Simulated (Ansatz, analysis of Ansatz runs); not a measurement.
# A hop of Cs in CsLi2Cl3 (Immm), charge −1

How high is the barrier when Cs changes place in CsLi2Cl3 (Immm)? The case: V_Cs hop (4.5 Å), charge −1, in a cell of 72 host atoms with 1 Cs taken out.

Program: Ansatz 0.2.0. Level of theory: plane-wave PAW DFT, PBEsol; nudged elastic band between two relaxed defect structures at fixed charge in a uniform background. Results are calculated unless marked as measured.

### Step 1. The starting structure

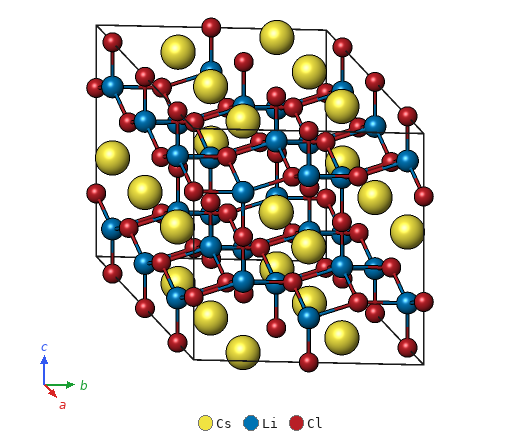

The cell as given, from a free direction (caesium yellow, lithium blue, chlorine red). Some periodic images of atoms are drawn too.

The cell holds 71 atoms: 11 Cs, 24 Li and 36 Cl. Cell: a = 13.503 Å, b = 11.191 Å, c = 12.249 Å, α = 90.0°, β = 90.0°, γ = 66.3°. It derives from CsLi2Cl3 (space group Immm). Nearest the centre at fractional (0.667, 0.500, 0.500): Cs50 at 2.25 Å, Cl69 at 2.56 Å, Cl47 at 2.56 Å, Cl60 at 2.79 Å, Cl64 at 2.79 Å, Li57 at 3.48 Å, Li53 at 3.48 Å, Li31 at 3.48 Å. The cell carries charge −1.

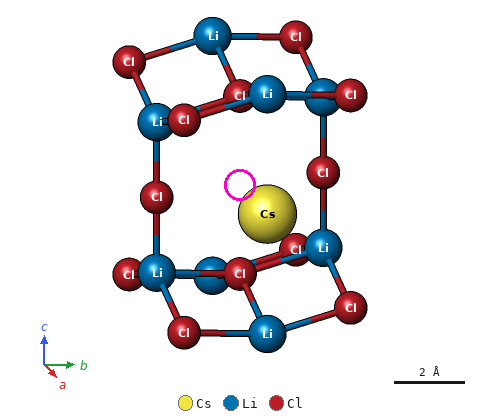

The atoms within 5 Å of the centre. A ring marks the centre wherever it is empty.

The cell's shortest repeat is 11.2 Å.

### Step 2. Relaxation of the start point, charge −1

A barrier is counted from a minimum, so both ends are relaxed first. Small random displacements break the symmetry of the ideal sites, so that the defect can distort if it gains by it. The charge of −1 is set by the electron count, and a uniform background keeps the cell neutral.

File qm1.start/input.yaml:

```yaml
crystal:
  lattice:
    - [13.50322694, 0.0, 0.0]
    - [4.50107565, 10.24633985, 0.0]
    - [0.0, 0.0, 12.2489163]
  atoms:
    - { symbol: Cs, position: [0.0, 0.0, 0.5] }
    - { symbol: Cs, position: [0.08333333, 0.25, 0.0] }
    - { symbol: Cs, position: [0.16666667, 0.5, 0.5] }
    - { symbol: Cs, position: [0.25, 0.75, 0.0] }
    - { symbol: Li, position: [0.0, 0.0, 0.80716509] }
    - { symbol: Li, position: [0.08333333, 0.25, 0.30716509] }
    - { symbol: Li, position: [0.16666667, 0.5, 0.80716509] }
    - { symbol: Li, position: [0.25, 0.75, 0.30716509] }
    - { symbol: Li, position: [0.0, 0.0, 0.19283491] }
    - { symbol: Li, position: [0.08333333, 0.25, 0.69283491] }
    - { symbol: Li, position: [0.16666667, 0.5, 0.19283491] }
    - { symbol: Li, position: [0.25, 0.75, 0.69283491] }
    - { symbol: Cl, position: [0.0, 0.5, 0.27206984] }
    - { symbol: Cl, position: [0.08333333, 0.75, 0.77206984] }
    - { symbol: Cl, position: [0.16666667, 0.0, 0.27206984] }
    - { symbol: Cl, position: [0.25, 0.25, 0.77206984] }
    - { symbol: Cl, position: [0.0, 0.5, 0.72793016] }
    - { symbol: Cl, position: [0.08333333, 0.75, 0.22793016] }
    - { symbol: Cl, position: [0.16666667, 0.0, 0.72793016] }
    - { symbol: Cl, position: [0.25, 0.25, 0.22793016] }
    - { symbol: Cl, position: [0.0, 0.0, 0.0] }
    - { symbol: Cl, position: [0.08333333, 0.25, 0.5] }
    - { symbol: Cl, position: [0.16666667, 0.5, 0.0] }
    - { symbol: Cl, position: [0.25, 0.75, 0.5] }
    - { symbol: Cs, position: [0.33333333, 0.0, 0.5] }
    - { symbol: Cs, position: [0.41666667, 0.25, 0.0] }
    - { symbol: Cs, position: [0.58333333, 0.75, 0.0] }
    - { symbol: Li, position: [0.33333333, 0.0, 0.80716509] }
    - { symbol: Li, position: [0.41666667, 0.25, 0.30716509] }
    - { symbol: Li, position: [0.5, 0.5, 0.80716509] }
    - { symbol: Li, position: [0.58333333, 0.75, 0.30716509] }
    - { symbol: Li, position: [0.33333333, 0.0, 0.19283491] }
    - { symbol: Li, position: [0.41666667, 0.25, 0.69283491] }
    - { symbol: Li, position: [0.5, 0.5, 0.19283491] }
    - { symbol: Li, position: [0.58333333, 0.75, 0.69283491] }
    - { symbol: Cl, position: [0.33333333, 0.5, 0.27206984] }
    - { symbol: Cl, position: [0.41666667, 0.75, 0.77206984] }
    - { symbol: Cl, position: [0.5, 0.0, 0.27206984] }
    - { symbol: Cl, position: [0.58333333, 0.25, 0.77206984] }
    - { symbol: Cl, position: [0.33333333, 0.5, 0.72793016] }
    - { symbol: Cl, position: [0.41666667, 0.75, 0.22793016] }
    - { symbol: Cl, position: [0.5, 0.0, 0.72793016] }
    - { symbol: Cl, position: [0.58333333, 0.25, 0.22793016] }
    - { symbol: Cl, position: [0.33333333, 0.0, 0.0] }
    - { symbol: Cl, position: [0.41666667, 0.25, 0.5] }
    - { symbol: Cl, position: [0.5, 0.5, 0.0] }
    - { symbol: Cl, position: [0.58333333, 0.75, 0.5] }
    - { symbol: Cs, position: [0.66666667, 0.0, 0.5] }
    - { symbol: Cs, position: [0.75, 0.25, 0.0] }
    - { symbol: Cs, position: [0.83333333, 0.5, 0.5] }
    - { symbol: Cs, position: [0.91666667, 0.75, 0.0] }
    - { symbol: Li, position: [0.66666667, 0.0, 0.80716509] }
    - { symbol: Li, position: [0.75, 0.25, 0.30716509] }
    - { symbol: Li, position: [0.83333333, 0.5, 0.80716509] }
    - { symbol: Li, position: [0.91666667, 0.75, 0.30716509] }
    - { symbol: Li, position: [0.66666667, 0.0, 0.19283491] }
    - { symbol: Li, position: [0.75, 0.25, 0.69283491] }
    - { symbol: Li, position: [0.83333333, 0.5, 0.19283491] }
    - { symbol: Li, position: [0.91666667, 0.75, 0.69283491] }
    - { symbol: Cl, position: [0.66666667, 0.5, 0.27206984] }
    - { symbol: Cl, position: [0.75, 0.75, 0.77206984] }
    - { symbol: Cl, position: [0.83333333, 0.0, 0.27206984] }
    - { symbol: Cl, position: [0.91666667, 0.25, 0.77206984] }
    - { symbol: Cl, position: [0.66666667, 0.5, 0.72793016] }
    - { symbol: Cl, position: [0.75, 0.75, 0.22793016] }
    - { symbol: Cl, position: [0.83333333, 0.0, 0.72793016] }
    - { symbol: Cl, position: [0.91666667, 0.25, 0.22793016] }
    - { symbol: Cl, position: [0.66666667, 0.0, 0.0] }
    - { symbol: Cl, position: [0.75, 0.25, 0.5] }
    - { symbol: Cl, position: [0.83333333, 0.5, 0.0] }
    - { symbol: Cl, position: [0.91666667, 0.75, 0.5] }
total_charge: -1
basis:
  ecutwfc: 420
  xc_grid: 2
hamiltonian:
  xc: pbesol
kpoints:
  mp_grid: { grid: [1, 1, 1], shift: [0.25, 0.25, 0.25] }
scf:
  occupations: { method: fixed }
  max_iter: 150
output:
  forces: true
relax:
  f_tol: 0.02
  max_steps: 70
  random_displacement: { amplitude: 0.03, seed: 56 }
```

Started as:

```console
> ansatz run input.yaml --threads 32 --pin off --max-ram 84787MiB --backend cuda --events-out ev --progress --plain --runs-dir out --max-vram 78GiB
```

The program printed:

```text
[...]
Engine: ansatz 0.2.0, aarch64-unknown-linux-gnu
[...]
Pseudopotential: Cs, paw, valence charge 9, recommended cutoff 420 eV (normal), Cs.paw.azcp
Pseudopotential: Li, paw, valence charge 3, recommended cutoff 420 eV (normal), Li.paw.azcp
Pseudopotential: Cl, paw, valence charge 7, recommended cutoff 420 eV (normal), Cl.paw.azcp
Functional definition: PBEsol
[...]
Crystal: 71 atoms, lattice volume = 1694.744 Å³
Basis set: ecut = 420 eV, 33169 PW (Γ), exchange–correlation on 192×150×180 points (8 copies of the dense FFT grid, shifted against one another)
Bands: 283, of which v1, the nominal top of the filled ones, is band 212 counted from 1 (211 counted from 0)
[...]
k-points: 1
[...]
automatic band count: iteration 3 solves 275 bands in place of 283: the levels show a gap, and the empty bands left out lie too high to hold charge; the band table lists the bands solved (type scf.n_e [...]
[...]
SCF iter   6: F=-104632.865173 eV  HF=-104632.865173 eV  |F-HF|=6.32e-7  |Δ(HF+E_count)|=   8.79e-6  Δρ=5.34e-6  dr2=7.02e-7  ethr=1.81e-9  ⟨swp⟩=4.0  Hψ=697  notcnv=0
SCF 1 converged in 6 iterations: F = -104632.865173 eV  dr2 = 7.02e-7
[...]
relax step   1: F+E_penalty+E_count = -104632.86517343 eV  Δ(F+E_penalty+E_count) = +0.000e0 eV  max|allowed force component| = 3.315e-1 eV/Å  Δτ_max = 0.0000 Å  (6 SCF iters, dr2 threshold 1.00e-5 eV [...]
[...]
SCF iter   1: F=—  HF=-104633.229475 eV  |F-HF|=—  |Δ(HF+E_count)|=         —  Δρ=3.47e-3  dr2=3.82e-1  ethr=8.70e-5  ⟨swp⟩=2.0  Hψ=760  notcnv=0  defer=61
[...]
SCF 4 converged in 6 iterations: F = -104633.166218 eV  dr2 = 6.39e-8
relax step   4: F+E_penalty+E_count = -104633.16621756 eV  Δ(F+E_penalty+E_count) = -1.570e-2 eV  max|allowed force component| = 1.473e-2 eV/Å  Δτ_max = 0.0438 Å  (6 SCF iters, accepted)
SCF converged after 6 iterations
[...]
```

It took 2.8 s on 1 × NVIDIA GB200 with 32 threads of Arm Neoverse V2, shared host; peak memory 1.4 GiB; 10 s of CPU time.

The steps of the relaxation:

| step | energy less that of the first step (eV) | largest force component (eV/Å) |
| --- | --- | --- |
| 1 | 0.0000 | 0.3315 |
| 2 | -0.2560 | 0.1107 |
| 3 | -0.2853 | 0.0548 |
| 4 | -0.3010 | 0.0147 |

The atoms that moved most (Å, from the sites as typed, ahead of the random displacement, the mean shift of all atoms taken out):

| atom | dx | dy | dz | length |
| --- | --- | --- | --- | --- |
| Cl64 | 0.046 | 0.002 | 0.094 | 0.105 |
| Li12 | 0.039 | -0.092 | -0.030 | 0.104 |
| Cl36 | -0.046 | 0.000 | -0.091 | 0.102 |
| Cl60 | 0.048 | -0.002 | -0.090 | 0.102 |
| Cl40 | -0.042 | -0.004 | 0.091 | 0.101 |
| Li57 | -0.035 | 0.088 | -0.031 | 0.100 |
| Li8 | 0.038 | -0.086 | 0.032 | 0.099 |
| Li53 | -0.035 | 0.086 | 0.031 | 0.098 |

Neighbours of Cs50 at the end:

| atom | distance (Å) |
| --- | --- |
| Cl47 | 3.339 |
| Cl69 | 3.341 |
| Cl71 | 3.458 |
| Cl22 | 3.477 |
| Cl60 | 3.573 |
| Cl64 | 3.574 |
| Cl17 | 3.624 |
| Cl13 | 3.625 |

Read from the output:

| Item | Value |
| --- | --- |
| free energy | -104633.1662 eV |
| r.m.s. move of the farther half of the atoms | 0.04056 Å |
| largest move from the ideal geometry of this structure, a common shift of the far atoms taken out | 0.1064 Å |

The relaxation gained 0.301 eV and ended with a largest force component of 0.015 eV/Å.

### Step 3. Relaxation of the end point, charge −1

The end point is relaxed in the same cell and settings, so that the two energies compare. Atoms more than 3.2 Å from the middle of the hop start where the first relaxation left them, the nearer ones on or close to their ideal places, with small random displacements.

File qm1.end/input.yaml:

```yaml
crystal:
  lattice:
    - [13.50322694, 0.0, 0.0]
    - [4.50107565, 10.24633985, 0.0]
    - [0.0, 0.0, 12.2489163]
  atoms:
    - { symbol: Cs, position: [-0.00040123, -0.00013508, 0.49993176] }
    - { symbol: Cs, position: [0.08429282, 0.24714088, 5.67e-05] }
[... 27 atom lines left out ...]
    - { symbol: Li, position: [0.4998689, 0.49985601, 0.80155269] }
    - { symbol: Li, position: [0.58347637, 0.74316958, 0.30976361] }
[... 2 atom lines left out ...]
    - { symbol: Li, position: [0.49983765, 0.49982348, 0.19858614] }
    - { symbol: Li, position: [0.58338113, 0.74293916, 0.69029988] }
[... 11 atom lines left out ...]
    - { symbol: Cl, position: [0.58333333, 0.75, 0.5] }
[... 2 atom lines left out ...]
    - { symbol: Cs, position: [0.5, 0.5, 0.5] }
[... 2 atom lines left out ...]
    - { symbol: Li, position: [0.74428134, 0.25851238, 0.30968933] }
[... 3 atom lines left out ...]
    - { symbol: Li, position: [0.74422133, 0.25868196, 0.69032462] }
    - { symbol: Li, position: [0.8347132, 0.50063471, 0.19221899] }
[... 1 atom line left out ...]
    - { symbol: Cl, position: [0.66666667, 0.5, 0.27206984] }
[... 3 atom lines left out ...]
    - { symbol: Cl, position: [0.66666667, 0.5, 0.72793016] }
[... 4 atom lines left out ...]
    - { symbol: Cl, position: [0.75, 0.25, 0.5] }
[... 1 atom line left out ...]
    - { symbol: Cl, position: [0.91491458, 0.74997091, 0.49995456] }
total_charge: -1
basis:
  ecutwfc: 420
  xc_grid: 2
hamiltonian:
  xc: pbesol
kpoints:
  mp_grid: { grid: [1, 1, 1], shift: [0.25, 0.25, 0.25] }
scf:
  occupations: { method: fixed }
  max_iter: 150
output:
  forces: true
relax:
  f_tol: 0.02
  max_steps: 70
  random_displacement: { amplitude: 0.01, seed: 56 }
```

The program printed:

```text
[...]
Crystal: 71 atoms, lattice volume = 1694.744 Å³
Basis set: ecut = 420 eV, 33169 PW (Γ), exchange–correlation on 192×150×180 points (8 copies of the dense FFT grid, shifted against one another)
Bands: 283, of which v1, the nominal top of the filled ones, is band 212 counted from 1 (211 counted from 0)
[...]
k-points: 1
[...]
SCF iter   6: F=-104632.802801 eV  HF=-104632.802801 eV  |F-HF|=5.58e-7  |Δ(HF+E_count)|=   8.86e-6  Δρ=5.26e-6  dr2=6.97e-7  ethr=1.75e-9  ⟨swp⟩=2.0  Hψ=780  notcnv=0
SCF 1 converged in 6 iterations: F = -104632.802801 eV  dr2 = 6.97e-7
[...]
relax step   1: F+E_penalty+E_count = -104632.80280113 eV  Δ(F+E_penalty+E_count) = +0.000e0 eV  max|allowed force component| = 5.611e-1 eV/Å  Δτ_max = 0.0000 Å  (6 SCF iters, dr2 threshold 1.00e-5 eV [...]
[...]
SCF 5 converged in 6 iterations: F = -104633.167491 eV  dr2 = 1.19e-8
[...]
relax step   5: F+E_penalty+E_count = -104633.16749136 eV  Δ(F+E_penalty+E_count) = -2.642e-3 eV  max|allowed force component| = 4.181e-3 eV/Å  Δτ_max = 0.0305 Å  (6 SCF iters, accepted)
SCF converged after 6 iterations
[...]
```

Elapsed: 4 s, on 1 × NVIDIA GB200 with 32 threads; peak memory 1.4 GiB; 13 s of CPU time.

Step by step:

| step | energy less that of the first step (eV) | largest force component (eV/Å) |
| --- | --- | --- |
| 1 | 0.0000 | 0.5611 |
| 2 | -0.3242 | 0.1082 |
| 3 | -0.3580 | 0.0390 |
| 4 | -0.3620 | 0.0232 |
| 5 | -0.3647 | 0.0042 |

The atoms that moved most (Å, from the sites as typed, ahead of the random displacement):

| atom | dx | dy | dz | length |
| --- | --- | --- | --- | --- |
| Cs3 | -0.162 | -0.003 | -0.001 | 0.162 |
| Li10 | -0.047 | 0.129 | -0.028 | 0.140 |
| Cs48 | 0.009 | -0.136 | 0.000 | 0.137 |
| Li6 | -0.046 | 0.120 | 0.027 | 0.131 |
| Cl40 | 0.042 | 0.001 | -0.118 | 0.125 |
| Cl36 | 0.046 | -0.002 | 0.116 | 0.125 |
| Cl13 | 0.044 | 0.005 | -0.117 | 0.125 |
| Cl17 | 0.041 | 0.006 | 0.116 | 0.124 |

Neighbours of Cs50 at the end:

| atom | distance (Å) |
| --- | --- |
| Cl47 | 3.341 |
| Cl69 | 3.344 |
| Cl45 | 3.448 |
| Cl24 | 3.468 |
| Cl60 | 3.580 |
| Cl64 | 3.582 |
| Cl36 | 3.613 |
| Cl40 | 3.615 |

This step gave:

| Item | Value |
| --- | --- |
| free energy | -104633.1675 eV |
| r.m.s. move of the farther half of the atoms | 0.02655 Å |
| largest move from the ideal geometry of this structure, a common shift of the far atoms taken out | 0.1268 Å |

The relaxation gained 0.365 eV and ended with a largest force component of 0.0042 eV/Å. The end lies 0.001 eV below the start.

(Continued in part 2 of 3.)

[Logs are printed without paths, hosts, clocks, repeated set-up lines and the standing remarks that a program may print on its own settings, such as how far it seeks lower states.]

[Hosts, paths, dates, database ids (printed as entryN), source tags and the programs' standing remarks are cut or masked in the printed files.]
